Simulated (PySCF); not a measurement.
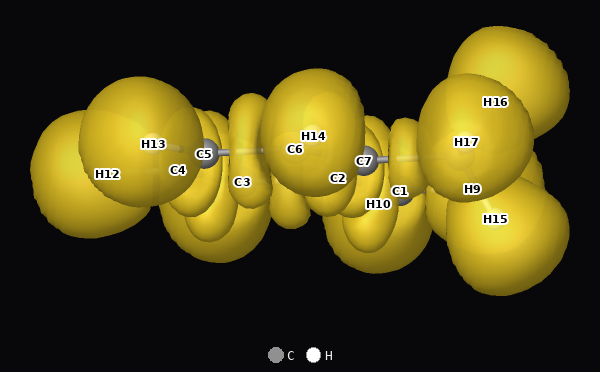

*C8H9 (charge +1). Isosurface of the electron localisation function at 0.75 (yellow), seen from one side. Core shells and regions of very low density are left out.*

Geometry: GFN2-xTB.

Computed with PySCF, PBE0/pcSseg-1, SCF density, gas phase, non-relativistic.

```xyz
17

C    -1.0585    1.8660   -0.2388
C    -0.1435    0.8752   -0.0699
C     1.2476    1.2298    0.0831
C     2.2019    0.2740    0.2578
C     1.8246   -1.0805    0.2890
C     0.4984   -1.4634    0.1427
C    -0.5123   -0.5334   -0.0358
C    -1.9139   -0.9688   -0.1825
H    -2.1128    1.6724   -0.3597
H    -0.7551    2.9020   -0.2579
H     1.5082    2.2771    0.0547
H     3.2402    0.5428    0.3726
H     2.5827   -1.8375    0.4299
H     0.2477   -2.5135    0.1704
H    -2.5411   -0.5391    0.6004
H    -2.3295   -0.6398   -1.1364
H    -1.9916   -2.0512   -0.1293
```

Q: Describe the localisation domains.

A: At this value the surface marks out eight regions between bonded C–C atoms (shared pairs) and nine regions around hydrogen nuclei. Along the contacts the grid gives the following. C–C (1.36 Å): the ELF peaks at about 0.95 between the atoms, as expected for localised, covalent bonding. C–H (1.08 Å): the ELF climbs to about 1 towards the hydrogen, as it does in any bond to H: an ordinary covalent bond to hydrogen.
